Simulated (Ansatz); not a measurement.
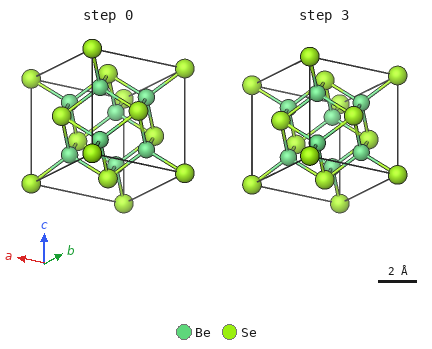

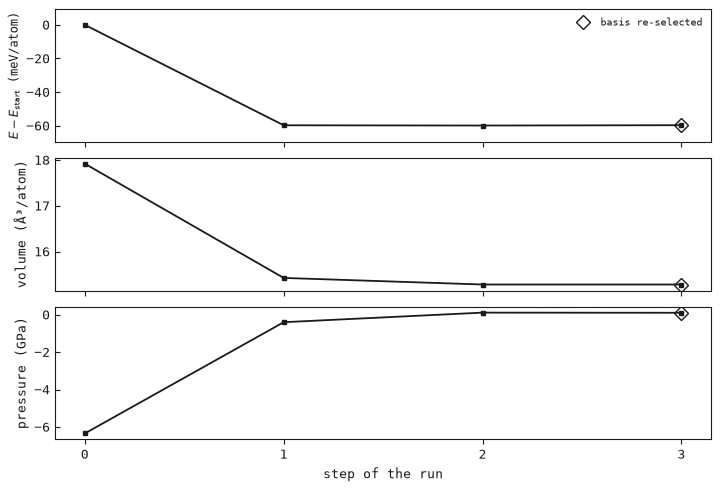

First and last geometry of a relaxation of solid Be2Se (a generated structure, set up in Fm-3m) (coarse preliminary run), with the history of the run. A ball-and-stick model of the conventional cell (4 times the calculation's cell), seen from a free direction. Lengths and directions refer to the drawn axes.

Level of theory: Ansatz, DFT PBE, scalar-relativistic, plane waves, PAW. Settings: plane-wave cutoff 420 eV; k-point mesh 6 × 6 × 6; occupations gaussian; smearing width 0.1 eV; no spin polarisation; cell and atoms relaxed; force threshold 0.04 eV/Å; at most 70 steps.

What do the curves and the structures tell?

It converged. After 2 accepted moves (3 points after the start) the energy has fallen by 59.7 meV per atom. All forces vanish by symmetry, so only the cell relaxes. Pressure: −6.35 GPa at the start and 0.10 GPa at the end. At 1 point the geometry stayed and the basis and grid were re-selected for the new cell (energy shift of 0.2 meV per atom at most each time). No atom moves by more than 0.005 Å relative to the cell. Cell: a = b = c 5.991 → 5.681 Å (−5.2 %). Volume −14.7 %. Some distances before and after: Be–Se 2.594 → 2.460 Å. The space group stays Fm-3m (No. 225).
